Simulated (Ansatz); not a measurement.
**One shape, several levels: singlet BH2Cl**

We compute a comparison of 6 runs (HF/STO-3G, B2PLYP/STO-3G, r2SCAN/STO-3G, MP2/STO-3G, CCSDT(Q)/STO-3G, CCSD(T)/STO-3G) of singlet BH2Cl. 

The calculation is run with Ansatz 0.2.0.

**1. The structure to begin with**

BH2Cl: 4 atoms, total charge 0, spin state singlet. As SMILES of the parent species, `[BH2-]Cl`. Geometry: relaxed at GFN2-xTB. That shape belongs to the parent species and isn't relaxed for this state.

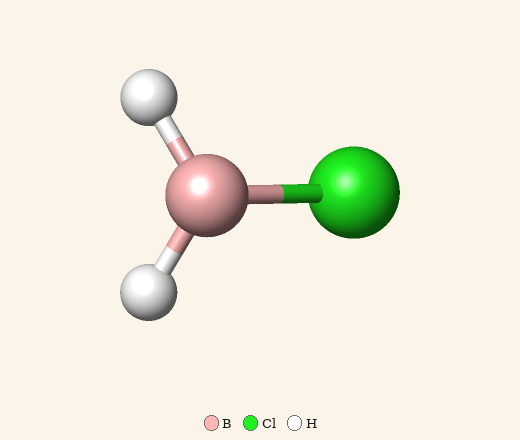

The structure, seen from a chosen angle (boron pink, chlorine green, hydrogen white).

**2. A single-point energy at HF/STO-3G (run 1)**

Input file input.yaml:

```yaml
crystal:
  periodic: [false, false, false]
  atoms:
    - symbol: B
      position_ang: [-0.072740, -0.194320, -0.337270]
    - symbol: Cl
      position_ang: [1.390160, 0.062360, 0.884750]
    - symbol: H
      position_ang: [-0.963970, -0.752550, 0.264630]
    - symbol: H
      position_ang: [-0.353460, 0.884500, -0.812110]
basis:
  gaussian:
    orbitals: STO-3G
hamiltonian:
  xc: hf
accuracy: high
```

On the command line:

```
$ ansatz run input.yaml --threads 1 --pin off --max-ram 2610MiB --events-out events.jsonl --progress --plain --runs-dir runs
```

The log of the run:

```text
Warning: RAYON_NUM_THREADS=1 ignored (pool sized by the plan → 1); use --threads N
Functional definition: HF
  name "HF"
  exchange = exact_x
  correlation = 0
259 factors; integrals over basis functions are off by at most 1.9e-8 eV
mean field evaluation 1: about -13061.6851 eV, gradient 1.8e1 eV
mean field evaluation 2: about -13061.7130 eV, gradient 1.8e1 eV
mean field evaluation 4: about -13063.5872 eV, gradient 1.3e0 eV
mean field evaluation 8: about -13063.5981 eV, gradient 4.1e-2 eV
mean field -13063.59815099 eV, -480.0783772242 hartree, gradient 3.7e-9 eV, S^2 0.000000; 0 other end points of the search recorded, 0 dependent functions left out
reference -13063.59815099 eV, -480.0783772242 hartree; 12, 12 occupied and 4, 4 virtual orbitals, 259 factors
Total energy: -13063.59815099 eV, -480.0783772242 hartree
```

Wall time 0.08 s (1 thread of Arm Neoverse V1, shared host).

**3. The energy at B2PLYP/STO-3G (run 2)**

Input file run.yaml:

```yaml
crystal:
  periodic: [false, false, false]
  atoms:
    - {symbol: B, position_ang: [-0.072740, -0.194320, -0.337270]}
    - {symbol: Cl, position_ang: [1.390160, 0.062360, 0.884750]}
    - {symbol: H, position_ang: [-0.963970, -0.752550, 0.264630]}
    - {symbol: H, position_ang: [-0.353460, 0.884500, -0.812110]}
basis:
  gaussian:
    orbitals: STO-3G
hamiltonian:
  xc: {name: B2PLYP}
correlation:
  frozen_orbitals: {B: 1, Cl: 5, H: 0}
accuracy: high
```

On the command line:

```
$ ansatz run run.yaml --threads 1 --pin off --max-ram 2610MiB --events-out events.jsonl --progress --plain --runs-dir runs
```

The log of the run, shortened:

```text
Warning: RAYON_NUM_THREADS=1 ignored (pool sized by the plan → 1); use --threads N
Functional definition: B2PLYP
  name "B2PLYP"
[...]
259 factors; integrals over basis functions are off by at most 1.9e-8 eV
[...]
mean field -13079.40279522 eV, -480.6591871868 hartree, gradient 7.8e-8 eV, S^2 0.000000; 0 other end points of the search recorded, 0 dependent functions left out
6 core orbitals not correlated: weight in the atoms' cores, before any rotation towards them, 1.000 or more for the frozen orbitals, at most 0.000 for the correlated occupied ones
reference -13079.40281063 eV, -480.6591877529 hartree; 6, 6 occupied and 4, 4 virtual orbitals, 259 factors
second order -1.83145670 eV of doubles, -0.00000000 eV of singles
Total energy: -13079.89730394 eV, -480.6773600468 hartree
```

Run time: 0.93 s. Hardware: 1 thread of Arm Neoverse V1, shared host.

Runs 3 to 4 aren't shown in full; the table further down has their settings and results.

**4. The energy at CCSDT(Q)/STO-3G (run 5)**

Input file job.yaml:

```yaml
crystal:
  periodic: [false, false, false]
  atoms:
    - symbol: B
      position_ang: [-0.072740, -0.194320, -0.337270]
    - symbol: Cl
      position_ang: [1.390160, 0.062360, 0.884750]
    - symbol: H
      position_ang: [-0.963970, -0.752550, 0.264630]
    - symbol: H
      position_ang: [-0.353460, 0.884500, -0.812110]
basis:
  gaussian: {orbitals: STO-3G}
correlation: {method: ccsdt_q, frozen_orbitals: {B: 1, Cl: 5, H: 0}}
accuracy: high
scf: {omitted_lower_state_checks: [cluster_reference, increment]}
```

On the command line:

```
$ ansatz run job.yaml --threads 1 --pin off --max-ram 2610MiB --events-out events.jsonl --progress --plain --runs-dir runs
```

The log of the run, shortened:

```text
Warning: RAYON_NUM_THREADS=1 ignored (pool sized by the plan → 1); use --threads N
[... 2 set-up lines as earlier in the session ...]
[...]
259 factors; integrals over basis functions are off by at most 1.9e-8 eV
[...]
mean field -13063.59815099 eV, -480.0783772242 hartree, gradient 3.7e-9 eV, S^2 0.000000; 0 other end points of the search recorded, 0 dependent functions left out
6 core orbitals not correlated: weight in the atoms' cores, before any rotation towards them, 1.000 or more for the frozen orbitals, at most 0.000 for the correlated occupied ones
reference -13063.59815099 eV, -480.0783772242 hartree; 6, 6 occupied and 4, 4 virtual orbitals, 259 factors
second order -1.29786935 eV of doubles, -0.00000000 eV of singles
cycle   1  -1.58198326 eV  change   -2.8e-1 eV  update   7.2e-2
[...]
cycle  24  -1.86418450 eV  change   4.2e-10 eV  update   1.0e-9
perturbative correction -0.00044888 eV, -0.0000164961 hartree
Total energy: -13065.46278438 eV, -480.1469012371 hartree
Checks for a lower state left out: cluster_reference, increment
```

Run time: 0.18 s. Hardware: 1 thread of Arm Neoverse V1, shared host.

**5. A single-point energy at CCSD(T)/STO-3G (run 6)**

Input file input.yaml:

```yaml
crystal:
  periodic: [false, false, false]
  atoms:
    - {symbol: B, position_ang: [-0.072740, -0.194320, -0.337270]}
    - {symbol: Cl, position_ang: [1.390160, 0.062360, 0.884750]}
    - {symbol: H, position_ang: [-0.963970, -0.752550, 0.264630]}
    - {symbol: H, position_ang: [-0.353460, 0.884500, -0.812110]}
basis:
  gaussian: {orbitals: STO-3G}
correlation: {method: ccsd_t, frozen_orbitals: {B: 1, Cl: 5, H: 0}}
accuracy: high
scf: {omitted_lower_state_checks: [cluster_reference, increment]}
```

On the command line:

```
$ ansatz run input.yaml --threads 1 --pin off --max-ram 2610MiB --events-out events.jsonl --progress --plain --runs-dir runs
```

The log of the run, shortened:

```text
Warning: RAYON_NUM_THREADS=1 ignored (pool sized by the plan → 1); use --threads N
[... 2 set-up lines as earlier in the session ...]
[...]
259 factors; integrals over basis functions are off by at most 1.9e-8 eV
[...]
mean field -13063.59815099 eV, -480.0783772242 hartree, gradient 3.7e-9 eV, S^2 0.000000; 0 other end points of the search recorded, 0 dependent functions left out
6 core orbitals not correlated: weight in the atoms' cores, before any rotation towards them, 1.000 or more for the frozen orbitals, at most 0.000 for the correlated occupied ones
reference -13063.59815099 eV, -480.0783772242 hartree; 6, 6 occupied and 4, 4 virtual orbitals, 259 factors
second order -1.29786935 eV of doubles, -0.00000000 eV of singles
cycle   1  -1.58198325 eV  change   -2.8e-1 eV  update   6.8e-2
[...]
cycle  21  -1.79547452 eV  change    1.0e-9 eV  update  4.8e-10
perturbative correction -0.05312516 eV, -0.0019523137 hartree
Total energy: -13065.44675068 eV, -480.1463120096 hartree
Checks for a lower state left out: cluster_reference, increment
```

Run time: 0.12 s. Hardware: 1 thread of Arm Neoverse V1, shared host.

**6. Overview of the runs**

```csv
run,level,frozen core orbitals,energy (Eh),wall time
1,HF/STO-3G,–,-480.078377,0.08 s
2,B2PLYP/STO-3G,6,-480.677360,0.93 s
3,r2SCAN/STO-3G,–,-480.866626,1.7 s
4,MP2/STO-3G,6,-480.126073,0.08 s
5,CCSDT(Q)/STO-3G,6,-480.146901,0.18 s
6,CCSD(T)/STO-3G,6,-480.146312,0.12 s
```

**7. Outcome**

| quantity | value |
| --- | --- |
| run 6: total energy | -480.14631 Eh |
| run 6: correlation energy (6 core orbitals frozen) | -67.9 mEh |
| run 6: (T) correction | -1.95 mEh |
| run 6: T1 diagnostic | 0.021 |

Below the HF energy at the same shape and in the same basis (STO-3G): MP2 -47.7 mEh; CCSDT(Q) -68.5 mEh; CCSD(T) -67.9 mEh. Totals of different functionals can't be ranked against each other. In runs 1, 2, 3, 4, 5, 6 the basis is minimal, so the values are rough. All runs together took 3.1 s, the longest 1.7 s.
